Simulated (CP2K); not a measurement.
Consider methyl formate at its PBE geometry (Å).

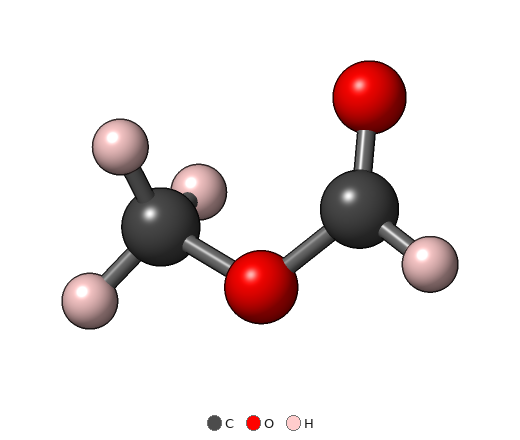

The molecule (carbon dark grey, oxygen red, hydrogen pink).

```xyz
8

C    -1.0295   -0.1752    0.0634
O     0.3074   -0.7297    0.2176
C     1.3142    0.1410   -0.0560
O     1.1902    1.3011   -0.4000
H    -1.1864    0.1496   -0.9723
H    -1.7111   -0.9880    0.3263
H    -1.1635    0.6821    0.7349
H     2.2786   -0.3810    0.0861
```

Method: CP2K XAS_TDP, all-electron GAPW, PBEh(45%), aug-cc-pVDZ, TDA, no relativity.

Question: Predict the bright core excitations at the C K edge.

Leading lines: C1 284.92 eV and C3 283.27 eV. The leading line of an atom is its first one with 35 % of the strongest within 2.5 eV of its lowest line over the strength cut. 

The first six lines of each atom with a strength over 0.0015:

| atom | energy (eV) | states | strength, one atom |
| --- | --- | --- | --- |
| C1 (bonded to O and 3 H) | 284.92 | 1 | 0.0468 |
|  | 285.54 | 1 | 0.0029 |
|  | 286.20 | 1 | 0.0259 |
|  | 286.40 | 1 | 0.0217 |
|  | 286.88 | 1 | 0.0033 |
|  | 287.98 | 1 | 0.0127 |
| C3 (bonded to 2 O and H) | 283.27 | 1 | 0.0745 |
|  | 287.82 | 1 | 0.0167 |
|  | 288.96 | 1 | 0.0071 |
|  | 289.21 | 1 | 0.0034 |
|  | 290.16 | 1 | 0.0028 |
|  | 290.65 | 1 | 0.0156 |

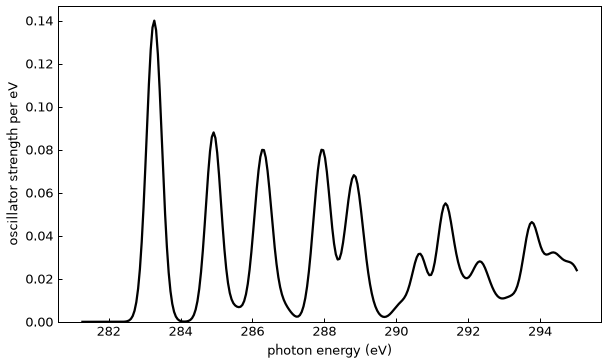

All atoms added, broadened by 0.5 eV.

Lines are vertical, at one geometry, with no vibrational structure. Without a correction of the core level, line positions, and the gaps between valence and Rydberg lines, follow the share of exact exchange. At this level such K lines come out 3 to 6 eV under measured ones. These values hold no scalar relativity, about 0.1 eV for C 1s. Rydberg lines, and the discretised continuum above threshold, depend on the basis and the box.

[Banner, clock and machine lines of the logs are left out without a mark of their own.]

[Logs are printed without paths, hosts, clocks, repeated set-up lines and the standing remarks that a program may print on its own settings, such as how far it seeks lower states.]

[Hosts, paths, dates, database ids (printed as entryN), source tags and the programs' standing remarks are cut or masked in the printed files.]
